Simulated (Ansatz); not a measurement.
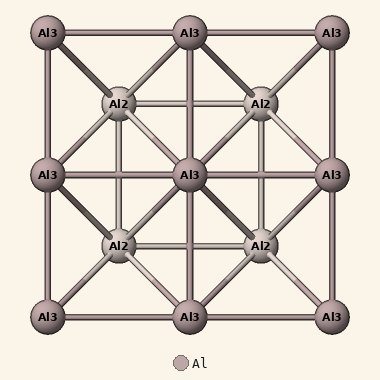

The system is O on an Al(100) slab cut from the Fm-3m phase, its upper half relaxed before the scan (3 atoms of substrate and one adsorbate in a 1 × 1 cell); the picture shows it without the atoms that are moved over the map. O is moved over the surface cell; relaxed at each place: the height of the adsorbate's atoms; substrate rigid; the origin of the map has the adsorbate above Al3. Places are given modulo a cell vector. The map is drawn in real space over the plane of the surface. Grid: 6 × 6 points; 10 points were computed and 26 follow by symmetry. Energies are in eV, from the lowest grid point. With one adsorbate in each 1 × 1 cell, its nearest image is 2.8 Å away, so neighbouring adsorbates interact. All numbers below come from DFT PBEsol, scalar-relativistic, plane waves, PAW in Ansatz 0.2.0. Settings: cutoff 420 eV, k-mesh 9×9×1, gaussian smearing 0.1 eV, no spin polarisation.

Range: position of O4 along the first surface vector from 0.000 to 0.833; position of O4 along the second surface vector from 0.000 to 0.833.

What will the energy surface look like?

The lowest grid point is at (2/6, 3/6) of the cell vectors [nearest 2 Al at 1.83 Å]. The highest grid point, the top site over a surface Al atom, (0/6, 0/6) of the cell vectors, lies 3.35 eV above the lowest. At the lowest point the adsorbate has 2 Al at 1.83 Å as nearest neighbours, at the highest 1 Al at 1.66 Å. Its relaxed height above the top atom is 0.66 Å at the lowest and 1.66 Å at the highest point.

| second ↓, first → | 0/6 | 1/6 | 2/6 | 3/6 | 4/6 | 5/6 |
| --- | --- | --- | --- | --- | --- | --- |
| 5/6 | 3.12 | 2.89 | 1.80 | 0.09 | 1.80 | 2.89 |
| 4/6 | 2.08 | 1.80 | 0.83 | 0.00 | 0.83 | 1.80 |
| 3/6 | 0.20 | 0.09 | 0.00 | 0.13 | 0.00 | 0.09 |
| 2/6 | 2.08 | 1.80 | 0.83 | 0.00 | 0.83 | 1.80 |
| 1/6 | 3.12 | 2.89 | 1.80 | 0.09 | 1.80 | 2.89 |
| 0/6 | 3.35 | 3.12 | 2.08 | 0.20 | 2.08 | 3.12 |

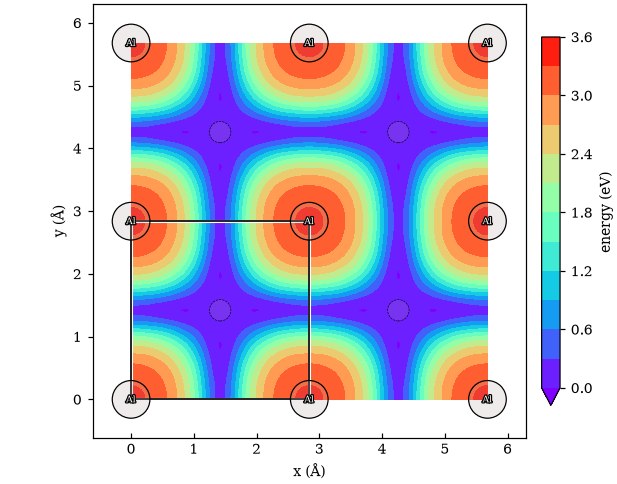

Drawn: filled contours, labelled circles for the atoms of the top layer and small ones for the second layer, the outline of one cell of the 2 × 2 shown. Between grid points the surface is interpolated.

Time for the 10 points that were run: 2.6 min on 1 thread of Intel(R) Xeon(R) Platinum 8488C (Sapphire Rapids), on a shared host.
